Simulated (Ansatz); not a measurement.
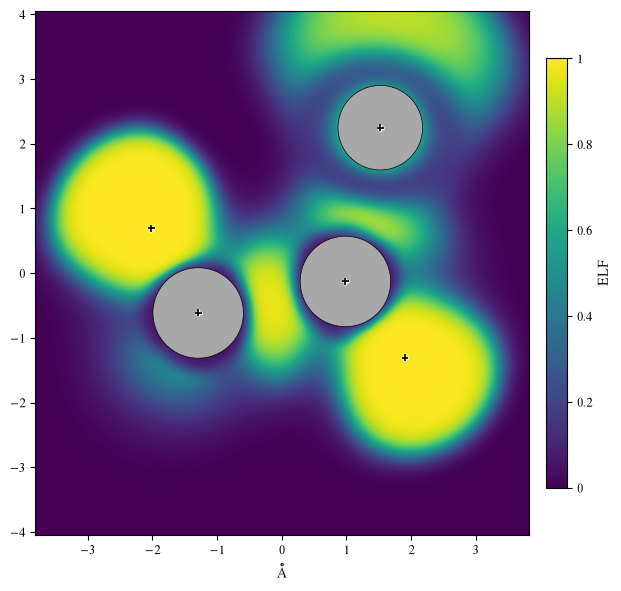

The ELF on a plane through atoms (crosses mark nuclei in the plane; grey discs cover the cores).

Level of theory: Ansatz, isolated molecule in a Gaussian basis; Kohn-Sham density functional theory, functional PBE0.

Candidates:
A. H4Si2Sn (SMILES [SiH3][SiH]=[Sn])
B. CH2AlO (SMILES [CH2+][O][Al]) (charge +1)
C. B2FH2OSi (SMILES O=BB[SiH]F) (doublet)

Which candidate gave the map?

Answer. Candidate A: H4Si2Sn on the plane of atoms Si1, Si2 and H7, which holds Si, Sn and H. Si–Si (2.33 Å): the ELF peaks at about 0.95 between the atoms, as expected for localised, covalent bonding. Si–Sn (2.44 Å): the ELF peaks at about 0.85 between the atoms: a covalent bond.
